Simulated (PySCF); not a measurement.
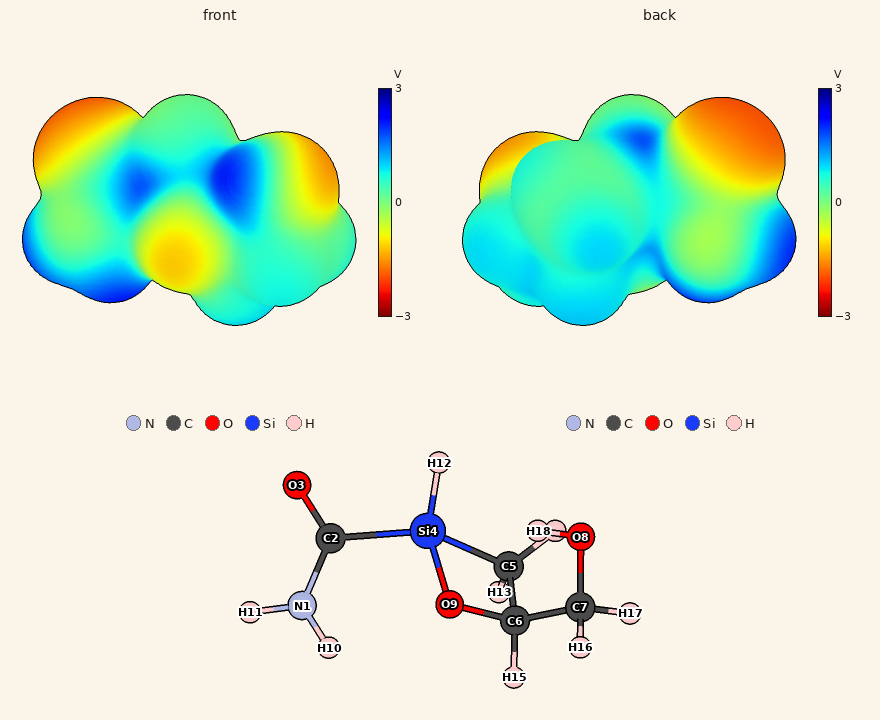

Figure 1: C4H9NO3Si. The molecular electrostatic potential painted on the density surface at 0.002 e/bohr³, seen from the front and from behind; red is negative and blue positive. The bare structure is drawn below in the same view.

Geometry: GFN2-xTB.

Theory: PBE0/pcSseg-1, SCF density, gas phase, non-relativistic (PySCF).

```yaml
atoms:
  - { symbol: N, position_ang: [2.9995, 0.7541, -0.1934] }
  - { symbol: C, position_ang: [2.5905, -0.5258, -0.0584] }
  - { symbol: O, position_ang: [3.3612, -1.4629, -0.1130] }
  - { symbol: Si, position_ang: [0.7143, -0.7897, 0.2152] }
  - { symbol: C, position_ang: [-0.5702, -0.4700, -1.1546] }
  - { symbol: C, position_ang: [-1.0351, 0.6612, -0.2322] }
  - { symbol: C, position_ang: [-2.3858, 0.3985, 0.4261] }
  - { symbol: O, position_ang: [-2.3955, -0.8093, 1.1358] }
  - { symbol: O, position_ang: [-0.0006, 0.6189, 0.7630] }
  - { symbol: H, position_ang: [2.3618, 1.5142, -0.0362] }
  - { symbol: H, position_ang: [3.9844, 0.9554, -0.2832] }
  - { symbol: H, position_ang: [0.4722, -1.9545, 1.0592] }
  - { symbol: H, position_ang: [-0.2191, -0.1167, -2.1188] }
  - { symbol: H, position_ang: [-1.3265, -1.2320, -1.3036] }
  - { symbol: H, position_ang: [-1.0380, 1.6532, -0.6917] }
  - { symbol: H, position_ang: [-2.6350, 1.2407, 1.0871] }
  - { symbol: H, position_ang: [-3.1545, 0.3150, -0.3453] }
  - { symbol: H, position_ang: [-1.7323, -0.7440, 1.8324] }
```

Where is the surface potential most negative and most positive?

The most negative region (about −1.9 V) lies over O3, the most positive (about +2.0 V) over H10 and H18. O3 is the likeliest acceptor of a hydrogen bond.

What dipole moment does the calculation give?

Its dipole moment is 3.83 D.
